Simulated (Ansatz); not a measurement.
# CH₅AlO (built from SMILES [CH3][AlH][OH]): search for a transition state, part 2 of 2

Ansatz 0.2.0, Gaussian basis; PBE0-D4. Earlier steps stand in the parts before.

**7. Relaxing after a step of 0.30 Å one way along the mode**

Contents of downa/in.yaml:

```yaml
crystal:
  periodic: [false, false, false]
  atoms:
    - {symbol: Al, position_ang: [-1.396044, 0.857939, 0.181863]}
    - {symbol: C, position_ang: [0.849387, 0.142136, -0.435107]}
    - {symbol: H, position_ang: [0.051990, 1.265463, -0.640115]}
    - {symbol: O, position_ang: [-1.703152, -0.596408, 1.016848]}
    - {symbol: H, position_ang: [1.176228, -0.058535, 0.602157]}
    - {symbol: H, position_ang: [0.523120, -0.803778, -0.902667]}
    - {symbol: H, position_ang: [1.660559, 0.554043, -0.990694]}
    - {symbol: H, position_ang: [-1.162187, -1.360858, 1.167716]}
basis:
  gaussian: {orbitals: def2-TZVP}
hamiltonian: {xc: pbe0, dispersion: d4}
relax: {f_tol: 0.005, max_steps: 200}
```

The run is started by

```sh
$ ansatz run in.yaml --threads 2 --pin off --events-out ev --progress --plain --max-ram 4352MiB
```

The program printed:

```text
Functional definition: PBE0
  name "PBE0"
  cite "Adamo & Barone, J. Chem. Phys. 110, 6158 (1999) doi:10.1063/1.478522"
  cite "Perdew, Burke & Ernzerhof, Phys. Rev. Lett. 77, 3865 (1996) doi:10.1103/PhysRevLett.77.3865"
  parent pbe
  parameter a = 0.25
  parameter kappa = 0.804
  parameter beta = 0.06672455060314922
  exchange = (1 - a)*pbe_x(kappa = kappa, mu = beta*pi^2/3) + a*exact_x
  correlation = pbe_c(beta = beta)
830 factors; their error is unknown
mean field evaluation 1: about -9745.2360 eV, gradient 7.5e1 eV
mean field evaluation 2: about -9719.9923 eV, gradient 1.3e2 eV
mean field evaluation 4: about -9756.1105 eV, gradient 1.1e1 eV
mean field evaluation 8: about -9756.4496 eV, gradient 2.8e-1 eV
mean field evaluation 16: about -9756.4498 eV, gradient 1.3e-5 eV
mean field -9756.44975277 eV, -358.5429152551 hartree, gradient 1.3e-5 eV, S^2 0.000000; 0 other end points of the search recorded, 0 dependent functions left out
the calculation of the forces begins
reference -9756.44977984 eV, -358.5429162498 hartree; 16, 16 occupied and 113, 113 virtual orbitals, 830 factors
relax step   1: F+E_penalty+E_count = -9756.54652243 eV  Δ(F+E_penalty+E_count) = +0.000e0 eV  max|allowed force component| = 2.828e0 eV/Å  Δτ_max = 0.0000 Å  (27 SCF iters, accepted)
these checks for a lower state are left out or cut short: starts, cluster_reference, orbital_swaps, neighbouring_geometries, increment
830 factors; their error is unknown
mean field -9757.53030702 eV, -358.5826248915 hartree, gradient 8.2e-6 eV, S^2 0.000000; 0 other end points of the search recorded, 0 dependent functions left out
the calculation of the forces begins
reference -9757.53033423 eV, -358.5826258913 hartree; 16, 16 occupied and 113, 113 virtual orbitals, 830 factors
relax step   2: F+E_penalty+E_count = -9757.62940721 eV  Δ(F+E_penalty+E_count) = -1.083e0 eV  max|allowed force component| = 2.549e0 eV/Å  Δτ_max = 0.1983 Å  (33 SCF iters, accepted)
these checks for a lower state are left out or cut short: starts, cluster_reference, orbital_swaps, neighbouring_geometries, increment
830 factors; their error is unknown
mean field evaluation 32: about -9757.8949 eV, gradient 1.5e-5 eV
mean field -9757.89485885 eV, -358.5960219239 hartree, gradient 1.5e-5 eV, S^2 0.000000; 0 other end points of the search recorded, 0 dependent functions left out
the calculation of the forces begins
reference -9757.89488612 eV, -358.5960229261 hartree; 16, 16 occupied and 113, 113 virtual orbitals, 830 factors
relax step   3: F+E_penalty+E_count = -9758.00540765 eV  Δ(F+E_penalty+E_count) = -3.760e-1 eV  max|allowed force component| = 2.424e0 eV/Å  Δτ_max = 0.1949 Å  (34 SCF iters, accepted)
[... from here on, the SCF cycles and remarks between the steps are left out ...]
relax step   4: F+E_penalty+E_count = -9758.24564931 eV  Δ(F+E_penalty+E_count) = -2.402e-1 eV  max|allowed force component| = 6.038e-1 eV/Å  Δτ_max = 0.1958 Å  (29 SCF iters, accepted)
relax step   5: F+E_penalty+E_count = -9758.31841640 eV  Δ(F+E_penalty+E_count) = -7.277e-2 eV  max|allowed force component| = 5.473e-1 eV/Å  Δτ_max = 0.1947 Å  (29 SCF iters, accepted)
relax step   6: F+E_penalty+E_count = -9758.34757473 eV  Δ(F+E_penalty+E_count) = -2.916e-2 eV  max|allowed force component| = 5.150e-1 eV/Å  Δτ_max = 0.1510 Å  (29 SCF iters, accepted)
relax step   7: F+E_penalty+E_count = -9758.36857894 eV  Δ(F+E_penalty+E_count) = -2.100e-2 eV  max|allowed force component| = 1.451e-1 eV/Å  Δτ_max = 0.2000 Å  (29 SCF iters, accepted)
relax step   8: F+E_penalty+E_count = -9758.37445020 eV  Δ(F+E_penalty+E_count) = -5.871e-3 eV  max|allowed force component| = 9.928e-2 eV/Å  Δτ_max = 0.1848 Å  (28 SCF iters, accepted)
relax step   9: F+E_penalty+E_count = -9758.37800149 eV  Δ(F+E_penalty+E_count) = -3.551e-3 eV  max|allowed force component| = 9.544e-2 eV/Å  Δτ_max = 0.0869 Å  (28 SCF iters, accepted)
relax step  10: F+E_penalty+E_count = -9758.37927715 eV  Δ(F+E_penalty+E_count) = -1.276e-3 eV  max|allowed force component| = 4.982e-2 eV/Å  Δτ_max = 0.0640 Å  (28 SCF iters, accepted)
relax step  11: F+E_penalty+E_count = -9758.37948206 eV  Δ(F+E_penalty+E_count) = -2.049e-4 eV  max|allowed force component| = 5.585e-2 eV/Å  Δτ_max = 0.0417 Å  (29 SCF iters, accepted)
relax step  12: F+E_penalty+E_count = -9758.37968122 eV  Δ(F+E_penalty+E_count) = -1.992e-4 eV  max|allowed force component| = 2.895e-2 eV/Å  Δτ_max = 0.0336 Å  (29 SCF iters, accepted)
relax step  13: F+E_penalty+E_count = -9758.37968625 eV  Δ(F+E_penalty+E_count) = -5.029e-6 eV  max|allowed force component| = 1.310e-1 eV/Å  Δτ_max = 0.1097 Å  (29 SCF iters, accepted)
relax step  14: F+E_penalty+E_count = -9758.38034095 eV  Δ(F+E_penalty+E_count) = -6.547e-4 eV  max|allowed force component| = 4.961e-2 eV/Å  Δτ_max = 0.0124 Å  (30 SCF iters, accepted)
relax step  15: F+E_penalty+E_count = -9758.38041121 eV  Δ(F+E_penalty+E_count) = -7.026e-5 eV  max|allowed force component| = 7.745e-2 eV/Å  Δτ_max = 0.0143 Å  (29 SCF iters, accepted)
relax step  16: F+E_penalty+E_count = -9758.38076009 eV  Δ(F+E_penalty+E_count) = -3.489e-4 eV  max|allowed force component| = 2.462e-3 eV/Å  Δτ_max = 0.0366 Å  (29 SCF iters, accepted)
relax step  17: F+E_penalty+E_count = -9758.37771944 eV  Δ(F+E_penalty+E_count) = +3.041e-3 eV  max|allowed force component| = 4.738e-1 eV/Å  Δτ_max = 0.1579 Å  (28 SCF iters, rejected (line search))
relax step  18: F+E_penalty+E_count = -9758.38080375 eV  Δ(F+E_penalty+E_count) = -4.366e-5 eV  max|allowed force component| = 1.121e-1 eV/Å  Δτ_max = 0.0774 Å  (28 SCF iters, accepted)
relax step  19: F+E_penalty+E_count = -9758.38095559 eV  Δ(F+E_penalty+E_count) = -1.518e-4 eV  max|allowed force component| = 1.510e-1 eV/Å  Δτ_max = 0.0346 Å  (29 SCF iters, accepted)
relax step  20: F+E_penalty+E_count = -9758.38143714 eV  Δ(F+E_penalty+E_count) = -4.816e-4 eV  max|allowed force component| = 3.082e-3 eV/Å  Δτ_max = 0.0277 Å  (29 SCF iters, accepted)
relax step  21: F+E_penalty+E_count = -9758.38123501 eV  Δ(F+E_penalty+E_count) = +2.021e-4 eV  max|allowed force component| = 1.398e-1 eV/Å  Δτ_max = 0.0769 Å  (28 SCF iters, rejected (line search))
relax step  22: F+E_penalty+E_count = -9758.38155582 eV  Δ(F+E_penalty+E_count) = -1.187e-4 eV  max|allowed force component| = 2.276e-2 eV/Å  Δτ_max = 0.0375 Å  (28 SCF iters, accepted)
relax step  23: F+E_penalty+E_count = -9758.38118945 eV  Δ(F+E_penalty+E_count) = +3.664e-4 eV  max|allowed force component| = 1.228e-1 eV/Å  Δτ_max = 0.0783 Å  (28 SCF iters, rejected (line search))
relax step  24: F+E_penalty+E_count = -9758.38092316 eV  Δ(F+E_penalty+E_count) = +6.327e-4 eV  max|allowed force component| = 1.377e-1 eV/Å  Δτ_max = 0.0236 Å  (29 SCF iters, rejected (line search))
relax step  25: F+E_penalty+E_count = -9758.38162139 eV  Δ(F+E_penalty+E_count) = -6.557e-5 eV  max|allowed force component| = 8.646e-3 eV/Å  Δτ_max = 0.0118 Å  (30 SCF iters, accepted)
relax step  26: F+E_penalty+E_count = -9758.38174846 eV  Δ(F+E_penalty+E_count) = -1.271e-4 eV  max|allowed force component| = 3.142e-2 eV/Å  Δτ_max = 0.0490 Å  (28 SCF iters, accepted)
relax step  27: F+E_penalty+E_count = -9758.38136477 eV  Δ(F+E_penalty+E_count) = +3.837e-4 eV  max|allowed force component| = 2.453e-1 eV/Å  Δτ_max = 0.0741 Å  (28 SCF iters, rejected (line search))
relax step  28: F+E_penalty+E_count = -9758.38179818 eV  Δ(F+E_penalty+E_count) = -4.972e-5 eV  max|allowed force component| = 5.864e-2 eV/Å  Δτ_max = 0.0362 Å  (29 SCF iters, accepted)
relax step  29: F+E_penalty+E_count = -9758.38183311 eV  Δ(F+E_penalty+E_count) = -3.493e-5 eV  max|allowed force component| = 5.516e-2 eV/Å  Δτ_max = 0.0138 Å  (30 SCF iters, accepted)
relax step  30: F+E_penalty+E_count = -9758.38189199 eV  Δ(F+E_penalty+E_count) = -5.888e-5 eV  max|allowed force component| = 2.513e-2 eV/Å  Δτ_max = 0.0226 Å  (29 SCF iters, accepted)
relax step  31: F+E_penalty+E_count = -9758.38189085 eV  Δ(F+E_penalty+E_count) = +1.145e-6 eV  max|allowed force component| = 4.254e-2 eV/Å  Δτ_max = 0.0464 Å  (28 SCF iters, rejected (line search))
relax step  32: F+E_penalty+E_count = -9758.38192863 eV  Δ(F+E_penalty+E_count) = -3.664e-5 eV  max|allowed force component| = 1.928e-2 eV/Å  Δτ_max = 0.0229 Å  (29 SCF iters, accepted)
relax step  33: F+E_penalty+E_count = -9758.38194589 eV  Δ(F+E_penalty+E_count) = -1.726e-5 eV  max|allowed force component| = 2.008e-2 eV/Å  Δτ_max = 0.0288 Å  (29 SCF iters, accepted)
relax step  34: F+E_penalty+E_count = -9758.38194982 eV  Δ(F+E_penalty+E_count) = -3.932e-6 eV  max|allowed force component| = 1.396e-2 eV/Å  Δτ_max = 0.0021 Å  (30 SCF iters, accepted)
relax step  35: F+E_penalty+E_count = -9758.38195681 eV  Δ(F+E_penalty+E_count) = -6.989e-6 eV  max|allowed force component| = 6.622e-3 eV/Å  Δτ_max = 0.0019 Å  (30 SCF iters, accepted)
relax step  36: F+E_penalty+E_count = -9758.38196105 eV  Δ(F+E_penalty+E_count) = -4.236e-6 eV  max|allowed force component| = 5.173e-3 eV/Å  Δτ_max = 0.0062 Å  (30 SCF iters, accepted)
these checks for a lower state are left out or cut short: starts, cluster_reference, orbital_swaps, neighbouring_geometries, increment
830 factors; their error is unknown
mean field -9758.29355017 eV, -358.6106735597 hartree, gradient 1.7e-5 eV, S^2 0.000000; 0 other end points of the search recorded, 0 dependent functions left out
the calculation of the forces begins
reference -9758.29358027 eV, -358.6106746661 hartree; 16, 16 occupied and 113, 113 virtual orbitals, 830 factors
relax step  37: F+E_penalty+E_count = -9758.38196341 eV  Δ(F+E_penalty+E_count) = -2.362e-6 eV  max|allowed force component| = 2.048e-3 eV/Å  Δτ_max = 0.0109 Å  (30 SCF iters, accepted)
830 factors; their error is unknown
mean field -9758.29355017 eV, -358.6106735597 hartree, gradient 3.8e-5 eV, S^2 0.000000; 1 other end points of the search recorded, 0 dependent functions left out
the calculation of the forces begins
reference -9758.29358027 eV, -358.6106746661 hartree; 16, 16 occupied and 113, 113 virtual orbitals, 830 factors
Total energy: -9758.38199351 eV, -358.6139237927 hartree
Atom 0 at    -2.398835     0.813565     0.633519 Å, force    -0.000937     0.001532    -0.000460 eV/Å
Atom 1 at     1.171838     0.281542    -0.641606 Å, force    -0.000127    -0.001116     0.001013 eV/Å
Atom 2 at     0.727280     1.237470    -0.919417 Å, force    -0.000895     0.000192    -0.000256 eV/Å
Atom 3 at    -1.957909    -0.708095     1.185938 Å, force     0.001951    -0.002049     0.000458 eV/Å
Atom 4 at     1.209874     0.200907     0.444465 Å, force     0.001106     0.000337    -0.000972 eV/Å
Atom 5 at     0.566936    -0.530780    -1.043696 Å, force     0.000098     0.000688    -0.000537 eV/Å
Atom 6 at     2.181128     0.221555    -1.048270 Å, force    -0.000180    -0.000260     0.000868 eV/Å
Atom 7 at    -1.500412    -1.516162     1.389067 Å, force    -0.001016     0.000676    -0.000114 eV/Å
Dipole moment:     0.169577    -0.191221     0.022702 e Å
```

Run time: 70 s. Hardware: 2 threads of Arm Neoverse V1, shared host.

Along the way: (not every step is listed) (the energy doesn't fall at every step)

```csv
step,energy from step 1 (eV),largest force component (eV/Å)
1,0.0000,2.8283
2,-1.0829,2.5489
3,-1.4589,2.4238
4,-1.6991,0.6038
5,-1.7719,0.5473
6,-1.8011,0.5150
7,-1.8221,0.1451
8,-1.8279,0.0993
9,-1.8315,0.0954
11,-1.8330,0.0559
13,-1.8332,0.1310
15,-1.8339,0.0774
17,-1.8312,0.4738
19,-1.8344,0.1510
21,-1.8347,0.1398
23,-1.8347,0.1228
25,-1.8351,0.0086
27,-1.8348,0.2453
29,-1.8353,0.0552
31,-1.8354,0.0425
32,-1.8354,0.0193
33,-1.8354,0.0201
34,-1.8354,0.0140
35,-1.8354,0.0066
36,-1.8354,0.0052
37,-1.8354,0.0020
```

Close pairs (by a distance rule), those that changed most:

```csv
bond,before (Å),after (Å),change (Å)
Al1–H3,1.714,3.516,+1.802
C2–H3,1.393,1.090,-0.303
Al1–O4,1.705,1.678,-0.027
C2–H7,1.066,1.090,+0.024
C2–H5,1.106,1.090,-0.016
C2–H6,1.104,1.090,-0.015
O4–H8,0.949,0.951,+0.002
```

**8. Relaxing after a step of 0.30 Å the other way along the mode**

Contents of downb/in.yaml:

```yaml
crystal:
  periodic: [false, false, false]
  atoms:
    - {symbol: Al, position_ang: [-0.991772, 0.656775, 0.100830]}
    - {symbol: C, position_ang: [0.815869, 0.002330, -0.349804]}
    - {symbol: H, position_ang: [-0.255653, 1.766932, -0.757945]}
    - {symbol: O, position_ang: [-1.778855, -0.569828, 1.049201]}
    - {symbol: H, position_ang: [1.239863, -0.169414, 0.643466]}
    - {symbol: H, position_ang: [0.580170, -0.921542, -0.890167]}
    - {symbol: H, position_ang: [1.574819, 0.564207, -0.953116]}
    - {symbol: H, position_ang: [-1.184541, -1.329459, 1.157535]}
basis:
  gaussian: {orbitals: def2-TZVP}
hamiltonian: {xc: pbe0, dispersion: d4}
relax: {f_tol: 0.005, max_steps: 200}
```

The run is started by

```sh
$ ansatz run in.yaml --threads 2 --pin off --events-out ev --progress --plain --max-ram 4352MiB
```

The program printed (excerpt; [...] marks lines left out):

```text
[... 5 set-up lines as earlier in the session ...]
[...]
830 factors; their error is unknown
[...]
mean field -9756.32909957 eV, -358.5384813320 hartree, gradient 4.0e-5 eV, S^2 0.000000; 0 other end points of the search recorded, 0 dependent functions left out
[...]
reference -9756.32912836 eV, -358.5384823900 hartree; 16, 16 occupied and 113, 113 virtual orbitals, 830 factors
relax step   1: F+E_penalty+E_count = -9756.41868732 eV  Δ(F+E_penalty+E_count) = +0.000e0 eV  max|allowed force component| = 2.049e0 eV/Å  Δτ_max = 0.0000 Å  (26 SCF iters, accepted)
[...]
reference -9758.80667512 eV, -358.6295305540 hartree; 16, 16 occupied and 113, 113 virtual orbitals, 830 factors
Total energy: -9758.89205500 eV, -358.6326682066 hartree
Atom 0 at    -0.681864     0.588204     0.003049 Å, force    -0.000074     0.000189     0.000102 eV/Å
Atom 1 at     1.070940    -0.176994    -0.373317 Å, force     0.000171    -0.000391     0.000205 eV/Å
Atom 2 at    -1.164461     2.010083    -0.491882 Å, force     0.000024    -0.000195    -0.000071 eV/Å
Atom 3 at    -1.833427    -0.262819     0.918983 Å, force    -0.000219     0.000161    -0.000089 eV/Å
Atom 4 at     1.612914    -0.405506     0.550251 Å, force     0.000248    -0.000053    -0.000293 eV/Å
Atom 5 at     0.984228    -1.117994    -0.926516 Å, force    -0.000058     0.000061     0.000052 eV/Å
Atom 6 at     1.694981     0.497804    -0.964923 Å, force    -0.000221     0.000227     0.000140 eV/Å
Atom 7 at    -1.683412    -1.132777     1.284356 Å, force     0.000128     0.000001    -0.000046 eV/Å
Dipole moment:     0.287783    -0.273091     0.011081 e Å
```

Wall time 25 s (2 threads of Arm Neoverse V1, shared host).

Relaxation path:

```csv
step,energy from step 1 (eV),largest force component (eV/Å)
1,0.0000,2.0494
2,-0.8668,1.9230
3,-1.5543,1.4648
4,-1.9639,1.0322
5,-2.2760,0.5713
6,-2.4247,0.3221
7,-2.4634,0.2553
8,-2.4724,0.1182
9,-2.4730,0.0844
10,-2.4733,0.0078
11,-2.4733,0.0058
12,-2.4733,0.0004
```

Distances of close pairs at the start and the end, largest changes first:

```csv
bond,before (Å),after (Å),change (Å)
Al1–O4,1.739,1.700,-0.039
C2–H7,1.121,1.093,-0.028
Al1–C2,1.975,1.949,-0.025
O4–H8,0.971,0.955,-0.015
Al1–H3,1.585,1.581,-0.004
C2–H5,1.094,1.095,+0.001
C2–H6,1.096,1.095,-0.001
```

**9. The three structures**

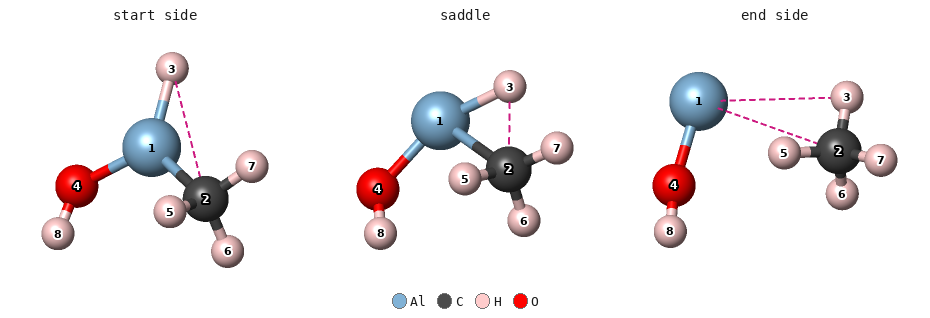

The minimum on the start side, the saddle and the minimum on the end side; broken lines mark the pairs that change.

```csv
pair,start side (Å),saddle (Å),end side (Å)
C2–H3,3.130,1.747,1.090
Al1–C2,1.949,2.205,3.829
Al1–H3,1.581,1.573,3.516
```

**10. What came out**

This closing draws on all 2 parts.

| quantity | value |
| --- | --- |
| imaginary mode | 1432i cm⁻¹ |
| barrier from the start side | 333.4 kJ/mol |
| barrier from the end side | 284.2 kJ/mol |
| energy of the step | +49.2 kJ/mol |
| pairs that change | C2–H3 formed, Al1–C2 broken, Al1–H3 broken |
| zero-point energy at the saddle | 1.435 eV |

One imaginary mode, 1432i cm⁻¹, makes this a first-order saddle. It joins the planned start and end. At PBE0-D4/def2-TZVP the electronic barrier is 333.4 kJ/mol, about 135 kT at 298 K, and the step runs 49.2 kJ/mol uphill. The barrier is thin enough for tunnelling; the leading (Wigner) term alone is a factor of 3.0 at 298 K. These are plain relaxations, not an intrinsic reaction coordinate.
